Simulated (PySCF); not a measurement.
# Si₃NH₉: a tour of settings

Which settings matter for Si₃NH₉ (`N[SiH2][SiH2][SiH3]`)?

Programs: PySCF 2.14.0, with density-fitted response routines of our own. Each step states its level of theory. These are calculated values for one molecule in the gas phase, unless marked as measured. Atoms are numbered from 0 throughout.

### Step 1. The molecule as given

13 atoms, charge 0, multiplicity 1; geometry from: GFN2-xTB.

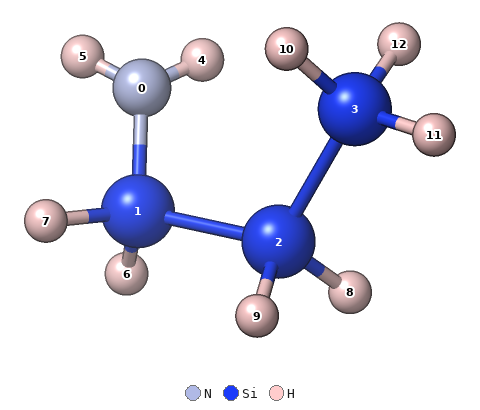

As it starts; nitrogen light blue, silicon blue, hydrogen pink, atoms numbered; sticks join atoms by distance.

### Step 2. Shielding tensors: PBE0/pcSseg-1

The job: settings as JSON, then the geometry in Å.

```
{"job": {"kind": "nmr", "xc": "PBE0", "basis": "pcSseg-1"}, "charge": 0, "multiplicity": 1}
N     -1.839208     0.904447    -0.181386
Si    -1.553894    -0.798583    -0.260785
Si     0.732853    -1.016953    -0.503685
Si     2.039776     0.791195     0.111615
H     -1.454283     1.502289    -0.894956
H     -2.762329     1.228758     0.058048
H     -2.334532    -1.476161    -1.317159
H     -2.112093    -1.284161     1.005745
H      1.050653    -1.368773    -1.902168
H      1.175638    -2.216136     0.230020
H      1.699187     1.292265     1.445521
H      3.480340     0.518180     0.137778
H      1.873503     1.924117    -0.807563
```

Method: GIAO PBE0/pcSseg-1 NMR shielding, non-relativistic, gas phase.

Command:

```bash
$ OMP_NUM_THREADS=1 python probes_run.py task.json out
```

One launch serves the whole session: the jobs run in the order shown.

The log of the run:

```text
coarse grid: 11520 points
cycle   1  E = -928.1180358154  dE = -7.108e-02  |g| = 4.117e-01  |ddm| = 3.094e+00
cycle   2  E = -928.0864811953  dE =  3.155e-02  |g| = 5.606e-01  |ddm| = 9.227e-01
cycle   3  E = -928.1543459901  dE = -6.786e-02  |g| = 4.025e-02  |ddm| = 6.027e-01
cycle   4  E = -928.1547348046  dE = -3.888e-04  |g| = 7.865e-03  |ddm| = 5.749e-02
cycle   5  E = -928.1547520883  dE = -1.728e-05  |g| = 2.750e-03  |ddm| = 1.517e-02
cycle   6  E = -928.1547548043  dE = -2.716e-06  |g| = 2.789e-04  |ddm| = 4.381e-03
final grid: 95120 points
cycle   7  E = -928.1724176225  dE = -9.906e-06  |g| = 5.691e-03  |ddm| = 1.411e-02
cycle   8  E = -928.1724105778  dE =  7.045e-06  |g| = 8.081e-03  |ddm| = 1.208e-02
cycle   9  E = -928.1724241327  dE = -1.355e-05  |g| = 2.848e-04  |ddm| = 7.121e-03
cycle  10  E = -928.1724241444  dE = -1.164e-08  |g| = 5.669e-05  |ddm| = 3.327e-04
cycle  11  E = -928.1724241452  dE = -7.867e-10  |g| = 2.007e-05  |ddm| = 1.051e-04
converged SCF energy = -928.1724241452

GIAO shielding tensors (ppm)
atom      isotropic    diamagn.    paramagn.     s11        s22        s33       span
  0 N      265.975     317.260     -51.285    227.491    259.851    310.583     83.092
  1 Si     398.014     879.168    -481.154    351.353    374.806    467.883    116.530
  2 Si     481.418     881.638    -400.220    458.389    484.606    501.259     42.871
  3 Si     466.294     880.196    -413.902    453.706    465.006    480.171     26.465
  4 H       32.117      32.580      -0.463     24.621     29.622     42.109     17.488
  5 H       31.772      29.713       2.059     23.354     27.306     44.657     21.303
  6 H       26.400      28.343      -1.943     22.351     24.684     32.166      9.814
  7 H       26.760      29.155      -2.395     23.803     25.017     31.462      7.659
  8 H       28.321      29.660      -1.339     24.799     25.907     34.258      9.459
  9 H       28.393      29.577      -1.184     24.754     25.972     34.454      9.700
 10 H       28.130      29.384      -1.253     24.442     26.319     33.630      9.189
 11 H       28.129      28.719      -0.589     24.668     25.504     34.216      9.548
 12 H       28.236      29.538      -1.302     24.761     26.475     33.471      8.710
```

Wall time 16 s (1 thread of Intel Xeon Platinum 8375C at 2.90GHz, shared host); peak memory 0.65 GiB.

Shifts follow as δ = σ(reference) − σ, with reference shieldings (ppm) from runs at the same level and on the same kind of geometry: 1H TMS 31.72, 29Si TMS 349.2, 15N NH3 267.7. The references are single molecules in the gas phase, so shifts against H2O, NH3, PH3, H3PO4 or CFCl3 are not on the usual liquid scales and can be off by tens of ppm. Atoms listed in one row are averaged.

```
        atoms                            environment  σ (ppm)  δ (ppm)
       H6, H7  hydrogen on a silicon bonded to N, Si    26.58     5.14
H10, H11, H12     hydrogen on a silicon bonded to Si    28.17     3.55
       H8, H9   hydrogen on a silicon bonded to 2 Si    28.36     3.36
       H4, H5    hydrogen on a nitrogen bonded to Si    31.94    -0.23
           N0             nitrogen bonded to Si, 2 H    266.0      1.8
          Si1           silicon bonded to N, Si, 2 H    398.0    -48.9
          Si3              silicon bonded to Si, 3 H    466.3   -117.1
          Si2            silicon bonded to 2 Si, 2 H    481.4   -132.3
```

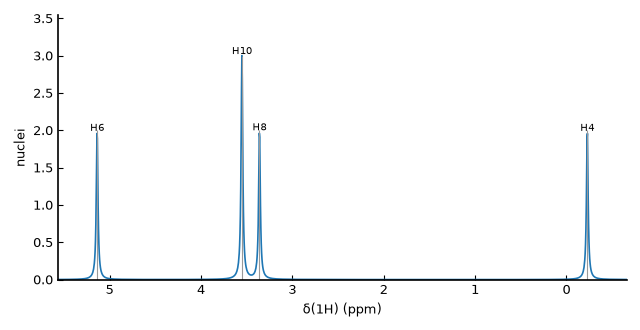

1H lines at the computed shifts, without couplings. Lines are broadened to a width of 0.02 ppm (Lorentzian).

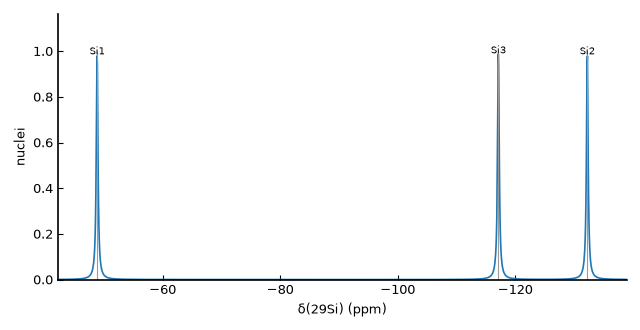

29Si lines at the computed shifts, without couplings. Lines are broadened to a width of 0.33 ppm (Lorentzian).

Charges from the same density, by scheme (e):

```
atoms  Mulliken    IAO  Hirshfeld  ESP fit
   N0     -0.63  -0.84      -0.32    -1.04
  Si1      0.52   0.64       0.28     0.59
  Si2     -0.10   0.11       0.14     0.05
  Si3      0.22   0.30       0.22     0.32
```

IAO charges:

N0 -0.84; Si1 0.64; Si2 0.11; Si3 0.30; H4 0.26; H5 0.26; H6 -0.15; H7 -0.12; H8 -0.08; H9 -0.08; H10 -0.10; H11 -0.09; H12 -0.10

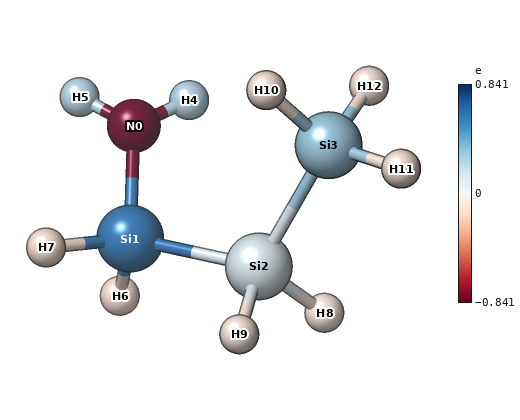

IAO charges, as colours on the atoms.

Mayer bond orders: N0–Si1 1.03, Si1–Si2 0.88, Si2–Si3 0.90.

The fields below are evaluated on a grid from the run's orbitals.

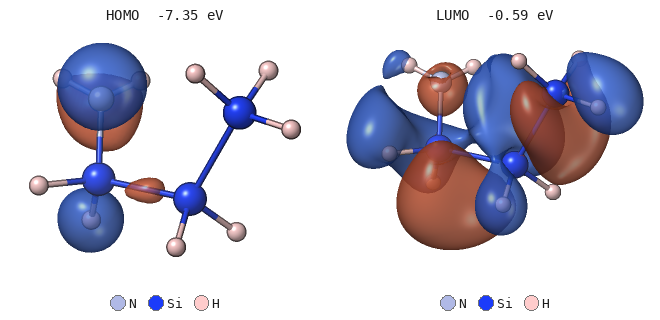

PBE0/pcSseg-1 orbitals near the gap, drawn at the value that encloses 70 % of each; the two colours are the two signs.

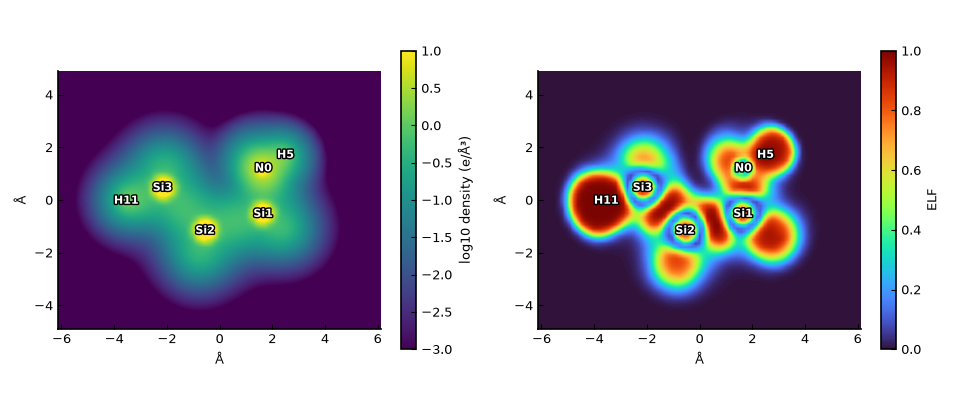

Density (left) and ELF (right) in a plane through or near 6 of the atoms.

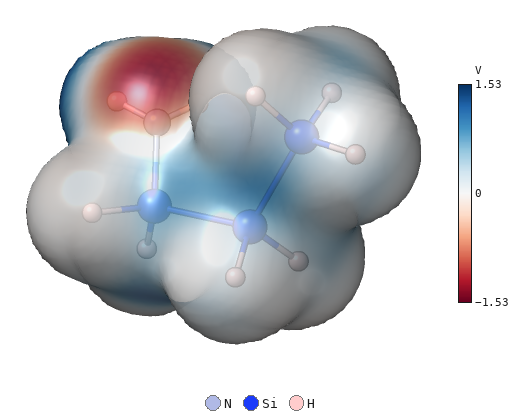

Electrostatic potential on the surface of density 0.002 e/bohr³; red is low, blue high. It runs from -1.17 V near N0 to 1.53 V near H4.

### Step 3. Ultraviolet spectrum: PBE0/def2-SVPD

Same as in step 2 but for these lines:

```diff
@@ -1,2 +1,2 @@
-{"job": {"kind": "nmr", "xc": "PBE0", "basis": "pcSseg-1"}, "charge": 0, "multiplicity": 1}
+{"job": {"kind": "uv", "xc": "PBE0", "basis": "def2-SVPD", "nstates": 6, "ntriplets": 2}, "charge": 0, "multiplicity": 1}
 N     -1.839208     0.904447    -0.181386
```

Level: TDDFT PBE0/def2-SVPD, vertical, gas phase, core orbitals frozen in the response.

The log of the run:

```text
coarse grid: 11520 points
cycle   1  E = -927.7615355262  dE = -9.113e-02  |g| = 3.905e-01  |ddm| = 3.957e+00
cycle   2  E = -927.7280337282  dE =  3.350e-02  |g| = 5.474e-01  |ddm| = 1.121e+00
cycle   3  E = -927.7961565249  dE = -6.812e-02  |g| = 3.757e-02  |ddm| = 5.786e-01
cycle   4  E = -927.7965491331  dE = -3.926e-04  |g| = 9.608e-03  |ddm| = 8.589e-02
cycle   5  E = -927.7965847795  dE = -3.565e-05  |g| = 2.819e-03  |ddm| = 2.456e-02
cycle   6  E = -927.7965878448  dE = -3.065e-06  |g| = 2.937e-04  |ddm| = 6.470e-03
final grid: 95120 points
cycle   7  E = -927.9053161847  dE = -9.032e-06  |g| = 5.383e-03  |ddm| = 4.629e-02
cycle   8  E = -927.9053083242  dE =  7.860e-06  |g| = 8.046e-03  |ddm| = 1.256e-02
cycle   9  E = -927.9053226574  dE = -1.433e-05  |g| = 1.101e-04  |ddm| = 8.027e-03
cycle  10  E = -927.9053226619  dE = -4.506e-09  |g| = 4.589e-05  |ddm| = 3.632e-04
cycle  11  E = -927.9053226628  dE = -8.522e-10  |g| = 1.276e-05  |ddm| = 1.316e-04
converged SCF energy = -927.9053226628

Static polarisability (au): isotropic 97.220, principal 80.819 93.076 117.764

Singlet excitations
state   eV       nm        f      main configurations
  1   5.4257    228.5   0.00397   H->L 0.98
  2   6.2040    199.8   0.00997   H->L+1 0.96
  3   6.5935    188.0   0.10513   H-1->L 0.73, H->L+2 0.16
  4   6.7134    184.7   0.09554   H->L+2 0.75, H-1->L 0.11
  5   6.8589    180.8   0.00506   H->L+3 0.87
  6   6.9299    178.9   0.01102   H-2->L 0.79, H-1->L+1 0.10

Triplet excitations (Tamm-Dancoff, eV): 5.1059 5.7269
```

It took 17 s on 1 thread of Intel Xeon Platinum 8375C at 2.90GHz, shared host; peak memory 0.7 GiB.

The orbitals next to the gap, with their largest atomic shares:

```
orbital     eV                         atoms
 HOMO−3  -9.28   Si2 24 %, H9 16 %, Si3 14 %
 HOMO−2  -8.75   Si2 32 %, Si3 18 %, H8 12 %
 HOMO−1  -8.33  Si2 30 %, Si3 21 %, Si1 19 %
   HOMO  -7.40    N0 55 %, Si1 16 %, H6 11 %
   LUMO  -0.67  Si1 25 %, Si2 23 %, Si3 14 %
 LUMO+1  -0.06  Si2 34 %, Si1 17 %, Si3 15 %
 LUMO+2   0.37  Si3 30 %, Si2 22 %, Si1 10 %
```

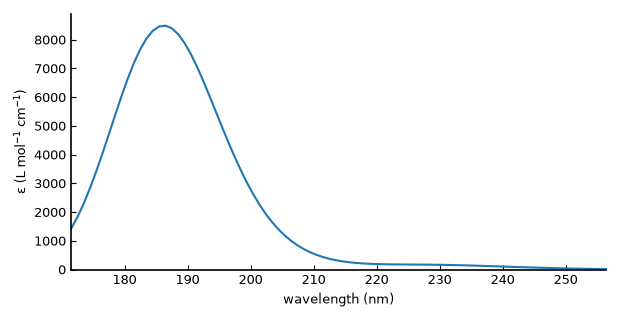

Absorption spectrum: each of the 6 states is a Gaussian band of 0.4 eV half-width at 1/e. Beyond the last state computed it falls off for lack of states.

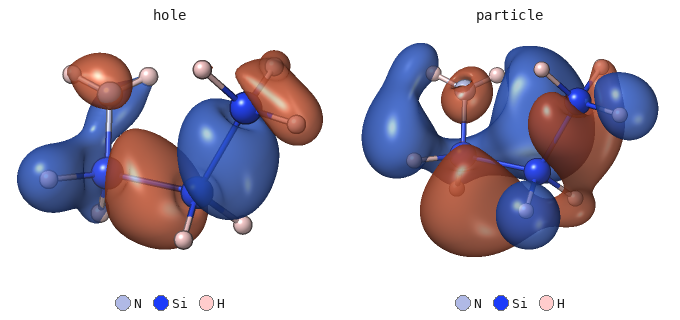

Leading natural transition orbitals of singlet state 3: the electron leaves the hole (left) for the particle orbital (right).

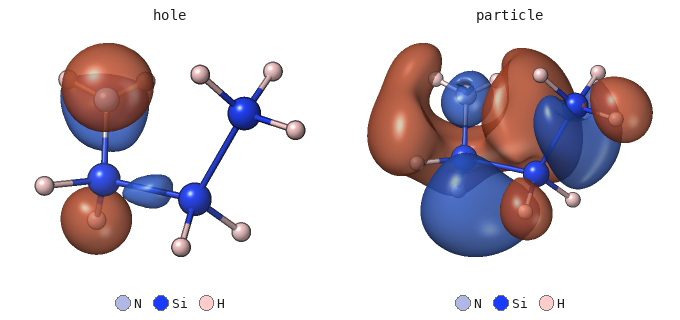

Leading natural transition orbitals of singlet state 1: the electron leaves the hole (left) for the particle orbital (right).

Further results of this job:

```
           property  computed
  dipole moment (D)      1.19
polarisability (Å³)     14.41
 HOMO–LUMO gap (eV)      6.73
      −ε(HOMO) (eV)      7.40
```

[end of part 1 of 2]
